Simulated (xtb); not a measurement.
# BSi3NH10 (SMILES [SiH3]BN([SiH3])[SiH3]) at GFN2-xTB

Wanted: a structure relaxation of BSi3NH10. 

The calculation is run with xtb 6.7.1 later snapshot.

6 further runs of the same task are left out: 6 set aside as unsound or not needed.

## (1) Starting point

BSi3NH10 has 15 atoms, charge 0, and is taken as a singlet. SMILES: `[SiH3]BN([SiH3])[SiH3]`. The coordinates come from a GFN2-xTB relaxation. This is one conformer, not always the lowest. The run starts from this shape.

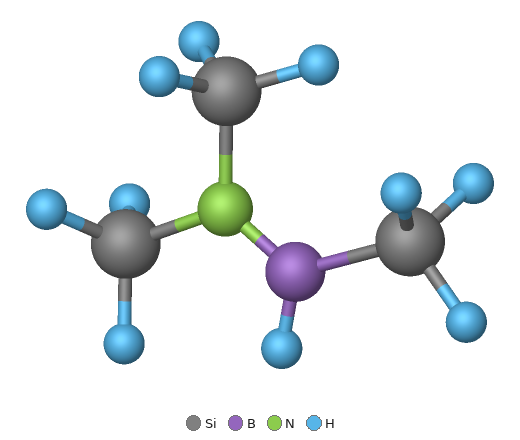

Viewed from a chosen angle; silicon grey, boron purple, nitrogen green, hydrogen blue.

## (2) A geometry optimisation at GFN2-xTB

.CHRG

```
0
```

.UHF

```
0
```

input.xyz

```xyz
15

Si    -1.66412     0.71286     1.69489
B     -0.12765     1.00680     0.51528
N      0.43650     0.04347    -0.34815
Si    -0.11061    -1.62251    -0.50328
Si     1.80094     0.43940    -1.39389
H     -1.94920     1.84822     2.59210
H     -2.94732     0.49923     0.99563
H     -1.56354    -0.43528     2.61724
H      0.38668     2.07056     0.49823
H     -0.20579    -1.91764    -1.93586
H      0.90563    -2.47485     0.12104
H     -1.40886    -1.76372     0.14156
H      2.31946     1.74854    -1.01799
H      2.81866    -0.59583    -1.20297
H      1.30924     0.44077    -2.77386
```

Started as:

```bash
$ xtb input.xyz --gfn2 -o vtight > xtb.out
```

What values should one expect? Wanted: total energy at the end; dipole moment; HOMO energy; LUMO energy; HOMO–LUMO gap; dispersion energy; mean polarisability.

**Answer.** As computed:

Level: GFN2-xTB.

| quantity | value |
| --- | --- |
| total energy at the end | -14.50491 Eh |
| dipole moment | 2.87 D |
| HOMO energy | -9.62 eV |
| LUMO energy | -6.38 eV |
| HOMO–LUMO gap | 3.25 eV |
| dispersion energy | -33.35 kJ/mol |
| mean polarisability (D4 model) | 111.2 bohr³ |

In words: At the final geometry: Bond lengths: Si1–B2 1.959 Å, B2–N3 1.411 Å, N3–Si4 1.761 Å, N3–Si5 1.764 Å, Si1–H6 1.475 Å, Si1–H7 1.477 Å, Si1–H8 1.476 Å, B2–H9 1.182 Å, Si4–H10 1.466 Å, Si4–H11 1.466 Å, Si4–H12 1.457 Å, Si5–H13 1.457 Å, Si5–H14 1.465 Å, Si5–H15 1.465 Å. Some angles: Si1–B2–N3 125.3°, B2–N3–Si4 125.0°, B2–N3–Si5 121.4°, Si4–N3–Si5 113.6°, Si1–B2–H9 119.1°, N3–B2–H9 115.6°, B2–Si1–H6 113.7°, B2–Si1–H7 115.2°, B2–Si1–H8 115.6°, N3–Si4–H10 107.2°. The optimisation took 22 steps and changed the energy by -0.001 eV.
